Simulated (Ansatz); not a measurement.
SnH$_{3}$OCl$_{3}$: several calculations on one system

### Relaxation

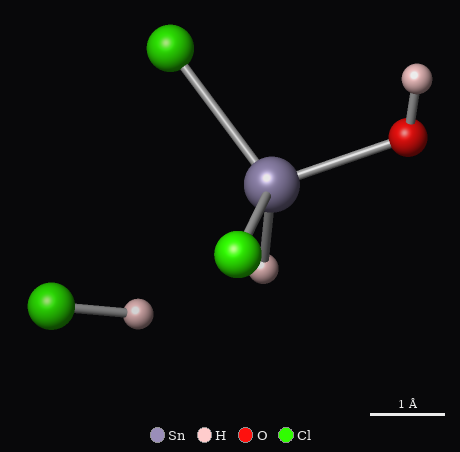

SnH$_{3}$OCl$_{3}$, before the relaxation. A ball-and-stick model, seen from a free direction.

The run prepares an end point of a later path (reaction) calculation, from a guessed geometry.

These are results of Ansatz, RKS PBE0/def2-SVP, not measurements.

Input file:
```yaml
crystal:
  periodic: [false, false, false]
  atoms:
    - { symbol: Sn, position_ang: [0.146574, -0.076581, -0.032704] }
    - { symbol: H, position_ang: [-0.064228, 0.049236, 1.677496] }
    - { symbol: O, position_ang: [2.077811, -0.255364, -0.340855] }
    - { symbol: H, position_ang: [2.291604, -0.553114, -1.232235] }
    - { symbol: Cl, position_ang: [-0.618033, 1.81458, -1.165216] }
    - { symbol: Cl, position_ang: [-0.885876, -1.950308, -0.961099] }
    - { symbol: Cl, position_ang: [-3.001466, 0.038177, 1.736024] }
    - { symbol: H, position_ang: [-1.811185, -0.018725, 2.32769] }
basis:
  gaussian: { orbitals: def2-SVP }
hamiltonian:
  xc: pbe0
relax:
  f_tol: 0.03
  max_steps: 50
```

Command:
```bash
ansatz run input.yaml --threads 2 --pin off --max-ram 3072MiB --backend cpu --events-out ev --progress --plain --runs-dir out
```

Predict the outcome.

The atom that moves furthest after the best rigid fit is H8 (1.56 Å). By element the largest moves are H 1.56 Å, Cl 0.73 Å, Sn 0.34 Å, O 0.21 Å. Among the contacts that change: Sn1–H2 1.728 → 1.689 Å, Cl7–H8 1.330 → 1.295 Å, Sn1–Cl6 2.332 → 2.363 Å. Bond angles that change, for instance: H2–Sn1–Cl5 112.4° → 115.3°, Cl5–Sn1–Cl6 108.2° → 105.7°. The energy falls by 26.2 kJ/mol in 28 accepted moves (33 points after the start). The largest force component goes from 1.2 to 0.019 eV/Å. The line search rejected the trial steps at points 8, 11, 14, 18, 24 of the run. The run took 2.2 min on 2 threads of Arm Neoverse V1 (shared host), peak memory 0.29 GiB.

History of the run:

```json
{"step": "0", "E − E(0), kJ/mol": "0.00", "largest force component, eV/Å": "1.2280", "note": ""}
{"step": "1", "E − E(0), kJ/mol": "-6.62", "largest force component, eV/Å": "0.6267", "note": ""}
{"step": "2", "E − E(0), kJ/mol": "-7.77", "largest force component, eV/Å": "0.9033", "note": ""}
{"step": "3", "E − E(0), kJ/mol": "-11.68", "largest force component, eV/Å": "0.1315", "note": ""}
{"step": "4", "E − E(0), kJ/mol": "-12.89", "largest force component, eV/Å": "0.1656", "note": ""}
{"step": "5", "E − E(0), kJ/mol": "-13.35", "largest force component, eV/Å": "0.2237", "note": ""}
{"step": "6", "E − E(0), kJ/mol": "-13.76", "largest force component, eV/Å": "0.2125", "note": ""}
{"step": "7", "E − E(0), kJ/mol": "-13.76", "largest force component, eV/Å": "0.2416", "note": ""}
{"step": "8", "E − E(0), kJ/mol": "-13.23", "largest force component, eV/Å": "0.7561", "note": "rejected"}
{"step": "9", "E − E(0), kJ/mol": "-14.06", "largest force component, eV/Å": "0.1822", "note": ""}
{"step": "10", "E − E(0), kJ/mol": "-14.13", "largest force component, eV/Å": "0.2188", "note": ""}
{"step": "11", "E − E(0), kJ/mol": "-13.15", "largest force component, eV/Å": "0.8637", "note": "rejected"}
{"step": "12", "E − E(0), kJ/mol": "-14.45", "largest force component, eV/Å": "0.0729", "note": ""}
{"step": "14", "E − E(0), kJ/mol": "-14.61", "largest force component, eV/Å": "0.4943", "note": "rejected"}
{"step": "15", "E − E(0), kJ/mol": "-14.86", "largest force component, eV/Å": "0.1846", "note": ""}
{"step": "16", "E − E(0), kJ/mol": "-15.08", "largest force component, eV/Å": "0.1706", "note": ""}
{"step": "17", "E − E(0), kJ/mol": "-15.43", "largest force component, eV/Å": "0.0814", "note": ""}
{"step": "18", "E − E(0), kJ/mol": "-15.36", "largest force component, eV/Å": "0.3979", "note": "rejected"}
{"step": "20", "E − E(0), kJ/mol": "-15.83", "largest force component, eV/Å": "0.1320", "note": ""}
{"step": "21", "E − E(0), kJ/mol": "-15.85", "largest force component, eV/Å": "0.3359", "note": ""}
{"step": "22", "E − E(0), kJ/mol": "-16.81", "largest force component, eV/Å": "0.0635", "note": ""}
{"step": "23", "E − E(0), kJ/mol": "-17.86", "largest force component, eV/Å": "0.1024", "note": ""}
{"step": "25", "E − E(0), kJ/mol": "-18.46", "largest force component, eV/Å": "0.0637", "note": ""}
{"step": "26", "E − E(0), kJ/mol": "-19.08", "largest force component, eV/Å": "0.2924", "note": ""}
{"step": "27", "E − E(0), kJ/mol": "-19.65", "largest force component, eV/Å": "0.6981", "note": ""}
{"step": "28", "E − E(0), kJ/mol": "-21.48", "largest force component, eV/Å": "0.3884", "note": ""}
{"step": "29", "E − E(0), kJ/mol": "-21.55", "largest force component, eV/Å": "1.1291", "note": ""}
{"step": "31", "E − E(0), kJ/mol": "-24.41", "largest force component, eV/Å": "0.2651", "note": ""}
{"step": "32", "E − E(0), kJ/mol": "-25.25", "largest force component, eV/Å": "0.2304", "note": ""}
{"step": "33", "E − E(0), kJ/mol": "-26.15", "largest force component, eV/Å": "0.0194", "note": ""}
```

The structure at the end:

```xyz
8

Sn    0.3580    0.0873    0.1787
H     0.4971    0.4155    1.8301
O     2.1404   -0.3568   -0.5095
H     2.1521   -0.5496   -1.4552
Cl   -0.5029    1.8291   -1.1136
Cl   -1.0213   -1.7790   -0.2642
Cl   -2.8374    0.1971    2.0763
H    -2.6509   -0.7958    1.2664
```

After the run, drawn alike:

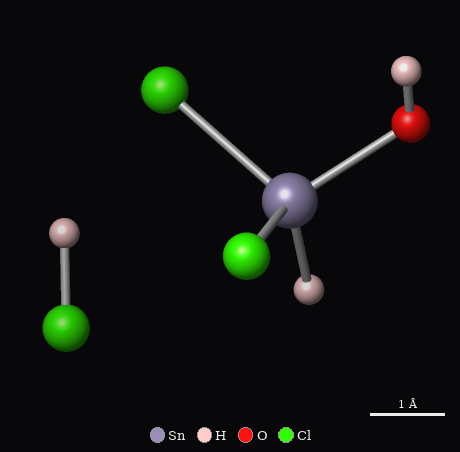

### Relaxation

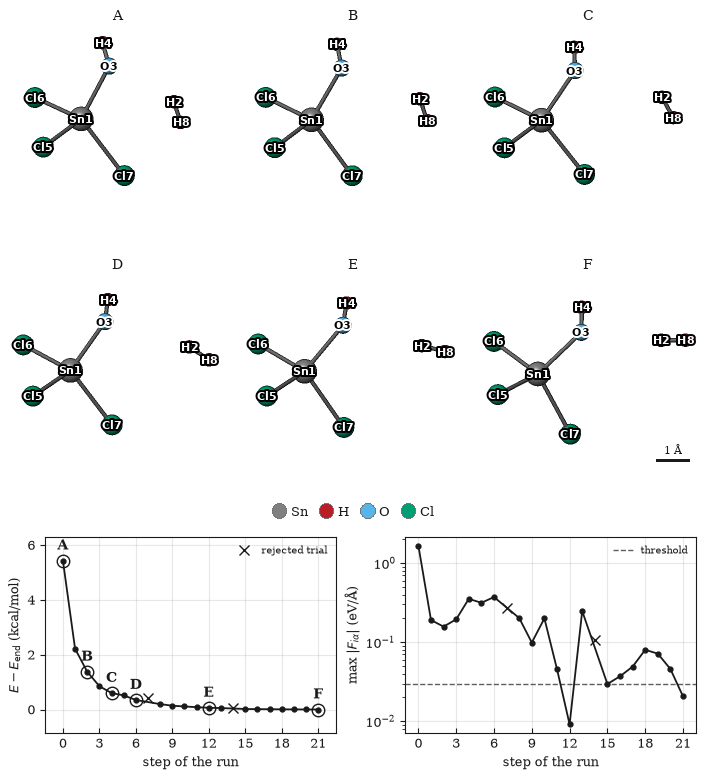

Frames of a relaxation of SnH₃OCl₃, marked on the history of the run. A ball-and-stick model, seen face on.

The run prepares an end point of a later path (reaction) calculation, from a guessed geometry.

Theory: Ansatz, RKS PBE0/def2-SVP. Settings: no spin polarisation; force threshold 0.03 eV/Å; at most 50 steps.

**What happens along the run?**

Over 19 accepted moves (21 points after the start) the energy falls by 5.43 kcal/mol. The largest force component goes from 1.7 to 0.021 eV/Å. The line search rejected the trial steps at points 7, 14 of the run. The forces were under the threshold at step 12, but the run went on from there. The largest move after the best rigid fit is that of H8, 1.47 Å. By element the largest moves are H 1.47 Å, Cl 0.81 Å, O 0.55 Å, Sn 0.46 Å. Near-neighbour distances that change, for instance: Sn1–Cl7 2.382 → 2.317 Å, H2–H8 0.718 → 0.762 Å. Among the angles between lasting bonds that change: O3–Sn1–Cl7 119.1° → 110.3°, O3–Sn1–Cl6 105.8° → 108.7°, Cl6–Sn1–Cl7 106.9° → 109.6°. From step 0 to 2: H atoms move most (0.36 Å), energy −4.06 kcal/mol. From step 2 to 4: H8 moves most (0.36 Å), energy −0.78 kcal/mol. From step 4 to 6: H8 moves most (0.28 Å), energy −0.25 kcal/mol. From step 6 to 12: H8 moves most (0.24 Å), energy −0.28 kcal/mol. From step 12 to 21: H8 moves most (0.37 Å), energy −0.06 kcal/mol.

```tsv
step	E − E(0), kcal/mol	largest force component, eV/Å	note
0	0.00	1.6645	
1	-3.22	0.1907	
2	-4.06	0.1573	
3	-4.58	0.1946	
4	-4.83	0.3536	
5	-4.92	0.3151	
6	-5.09	0.3727	
7	-5.03	0.2721	rejected
8	-5.24	0.2021	
9	-5.29	0.0988	
10	-5.32	0.2001	
11	-5.35	0.0456	
12	-5.37	0.0091	
13	-5.38	0.2479	
14	-5.37	0.1064	rejected
15	-5.41	0.0296	
16	-5.42	0.0370	
17	-5.42	0.0490	
18	-5.43	0.0801	
19	-5.43	0.0716	
20	-5.43	0.0457	
21	-5.43	0.0206
```

Limits of the set-up: the start holds two separate molecules, 2.3 Å apart at their closest, whose relative position is a soft coordinate and is computed without a dispersion correction.

### Path

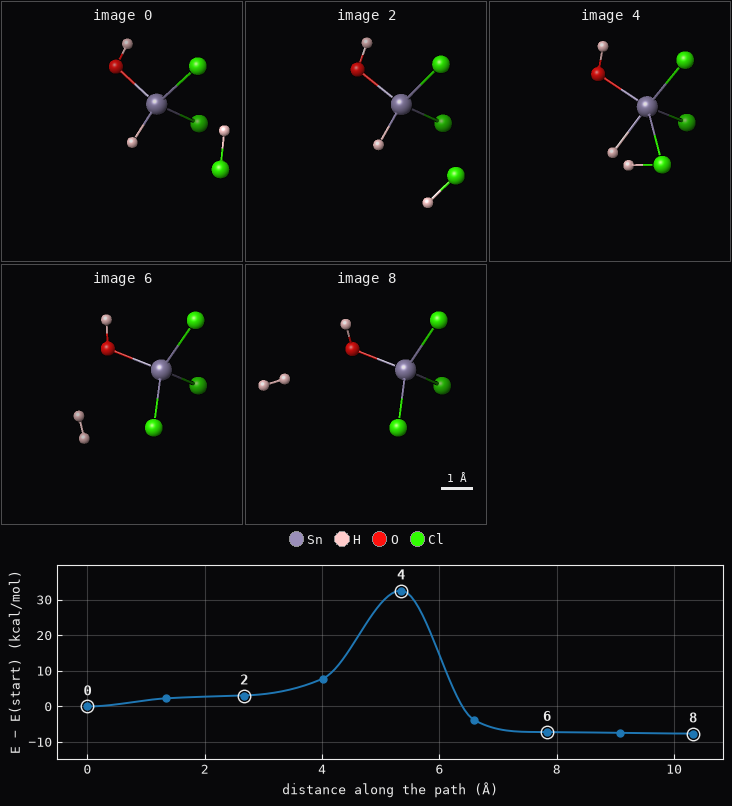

NEB run on SnH$_{3}$OCl$_{3}$, made up at the start of SnH2OCl2 and HCl. Images are numbered from 0 (start) to 8 (end). A ball-and-stick model, seen from a free direction.

Theory: RKS PBE0/def2-SVP in Ansatz. Set-up: 7 movable images; climbing image; force threshold 0.05 eV/Å; iteration limit 49; starting path through a guess of the saddle point.

### Describe the mechanism and the energy profile.

The highest point, image 4, lies 32.6 kcal/mol above the start and 40.2 kcal/mol above the end; the end is at −7.6 kcal/mol relative to the start. Breaking: Cl–H (1.29 → 4.78 Å), H–Sn (1.69 → 4.00 Å). Forming: H–H (3.42 → 0.76 Å), Cl–Sn (3.72 → 2.32 Å). The band is converged.

Limits of the set-up: the start holds two separate molecules, 2.4 Å apart at their closest, whose relative position is a soft coordinate and is computed without a dispersion correction.

Cost: 12 min on 2 threads of Arm Neoverse V1 (shared host), peak memory 0.3 GiB.
